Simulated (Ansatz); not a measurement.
C2H6OSi: single-point calculation

C2H6OSi, computed with RKS PBE-D4/def2-TZVPP (Ansatz 0.2.0).

The geometry comes from this level: PBE0-D4/def2-TZVP. Figures and captions count atoms from 1; the log counts them from 0 in places.

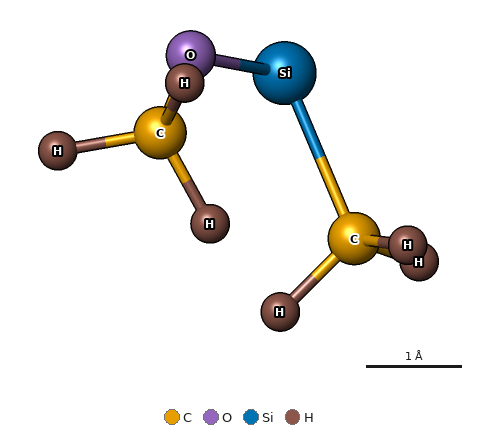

Figure 1. The input geometry (ball-and-stick view, seen at a tilt). Bond lengths as drawn: C–H 1.09 to 1.10 Å, C–O 1.41 Å, C–Si 1.91 Å and O–Si 1.65 Å.

Input file:
```yaml
crystal:
  periodic: [false, false, false]
  atoms:
    - {symbol: C, position_ang: [-0.453829, 1.262722, -0.782506]}
    - {symbol: O, position_ang: [0.892924, 1.066726, -0.423503]}
    - {symbol: Si, position_ang: [1.695129, -0.124415, 0.380430]}
    - {symbol: C, position_ang: [0.308438, -1.365034, 0.803308]}
    - {symbol: H, position_ang: [-0.527210, 1.344835, -1.869842]}
    - {symbol: H, position_ang: [-1.097236, 0.445711, -0.445329]}
    - {symbol: H, position_ang: [-0.809578, 2.197605, -0.342366]}
    - {symbol: H, position_ang: [-0.184370, -1.751168, -0.097221]}
    - {symbol: H, position_ang: [-0.467580, -0.912372, 1.432492]}
    - {symbol: H, position_ang: [0.726312, -2.215810, 1.347437]}
basis:
  gaussian: {orbitals: def2-TZVPP}
hamiltonian: {xc: pbe, dispersion: d4}
output: {forces: true, orbitals: {seedname: orbitals}}
```

Run on 2 CPU threads, shared host.

Log:
```
Functional definition: PBE
  name "PBE"
  cite "Perdew, Burke & Ernzerhof, Phys. Rev. Lett. 77, 3865 (1996) doi:10.1103/PhysRevLett.77.3865"
  parent pbe
  parameter kappa = 0.804
  parameter beta = 0.06672455060314922
  exchange = pbe_x(kappa = kappa, mu = beta*pi^2/3)
  correlation = pbe_c(beta = beta)
1153 factors; their error is unknown
mean field evaluation 1: about -12072.8165 eV, gradient 8.7e1 eV
mean field evaluation 2: about -12010.5078 eV, gradient 1.8e2 eV
mean field evaluation 4: about -12088.5064 eV, gradient 1.5e1 eV
mean field evaluation 8: about -12088.9658 eV, gradient 2.8e-1 eV
mean field evaluation 16: about -12088.9322 eV, gradient 6.8e-3 eV
mean field -12088.93221423 eV, -444.2600647006 hartree, gradient 3.9e-5 eV, S^2 0.000000; 0 other end points of the search recorded, 0 dependent functions left out
the calculation of the forces begins
reference -12088.93225622 eV, -444.2600662434 hartree; 20, 20 occupied and 199, 199 virtual orbitals, 1153 factors
Total energy: -12089.12071266 eV, -444.2669918899 hartree
Atom 0 at    -0.453829     1.262722    -0.782506 Å, force    -0.251564     0.027699    -0.061258 eV/Å
Atom 1 at     0.892924     1.066726    -0.423503 Å, force     0.246602     0.361745    -0.154022 eV/Å
Atom 2 at     1.695129    -0.124415     0.380430 Å, force     0.442056    -0.273609     0.232611 eV/Å
Atom 3 at     0.308438    -1.365034     0.803308 Å, force     0.029398    -0.003403     0.007917 eV/Å
Atom 4 at    -0.527210     1.344835    -1.869842 Å, force    -0.028515     0.026801    -0.230530 eV/Å
Atom 5 at    -1.097236     0.445711    -0.445329 Å, force    -0.163086    -0.169636     0.064120 eV/Å
Atom 6 at    -0.809578     2.197605    -0.342366 Å, force    -0.087831     0.202382     0.081908 eV/Å
Atom 7 at    -0.184370    -1.751168    -0.097221 Å, force    -0.102499    -0.079323    -0.163767 eV/Å
Atom 8 at    -0.467580    -0.912372     1.432492 Å, force    -0.155026     0.075427     0.118115 eV/Å
Atom 9 at     0.726312    -2.215810     1.347437 Å, force     0.070464    -0.168084     0.104907 eV/Å
Dipole moment:    -0.463636    -0.067139    -0.049722 e Å
```

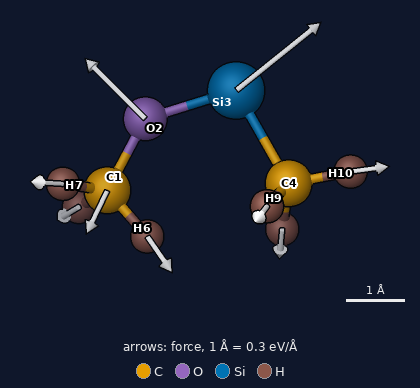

Figure 2. Forces on the atoms as white arrows (ball-and-stick view, seen at a tilt; atoms are numbered from 1 in the order of the input); the smallest are left out. The largest act on Si3 (0.57 eV/Å); O2 (0.46 eV/Å); C1 (0.26 eV/Å); H6 (0.24 eV/Å), among others. The geometry is not a stationary point of this energy.

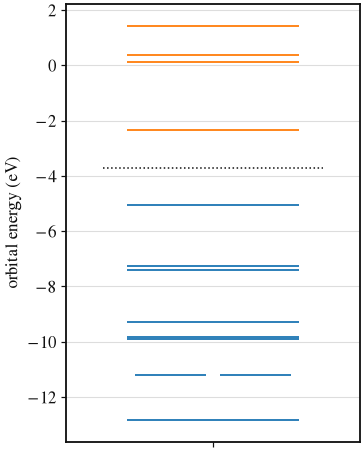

Figure 3. Orbital energies near the frontier; the dotted line parts filled from empty levels, and levels within 0.02 eV of each other stand side by side. Highest filled −5.07 eV, lowest empty −2.34 eV, 2.73 eV apart.

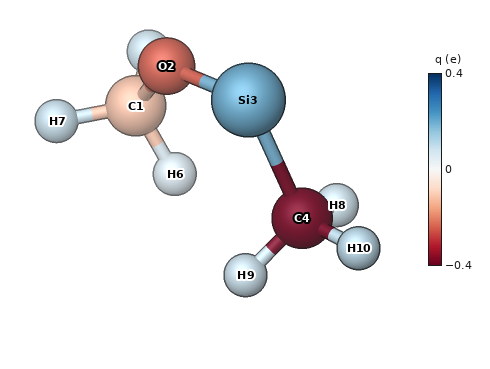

Figure 4. Mulliken charges, as the colour of each atom (ball-and-stick view, seen at a tilt; atoms are numbered from 1 in the order of the input). By element: C −0.38 to −0.13, O −0.25, Si +0.19 and H +0.07 to +0.11 e.

Key numbers:

```json
{"quantity": "outcome", "value": "converged"}
{"quantity": "total energy", "value": "−12089.1207 eV"}
{"quantity": "mean-field energy", "value": "−12088.9323 eV"}
{"quantity": "dispersion energy", "value": "−0.1885 eV"}
{"quantity": "SCF solution under orbital rotations", "value": "stable"}
{"quantity": "HOMO", "value": "−5.07 eV"}
{"quantity": "LUMO", "value": "−2.34 eV"}
{"quantity": "largest force (length of the vector)", "value": "0.570 eV/Å"}
{"quantity": "dipole moment", "value": "2.26 D"}
{"quantity": "wall time", "value": "3 s (CPU time 5.4 s)"}
{"quantity": "peak memory", "value": "0.26 GiB"}
```
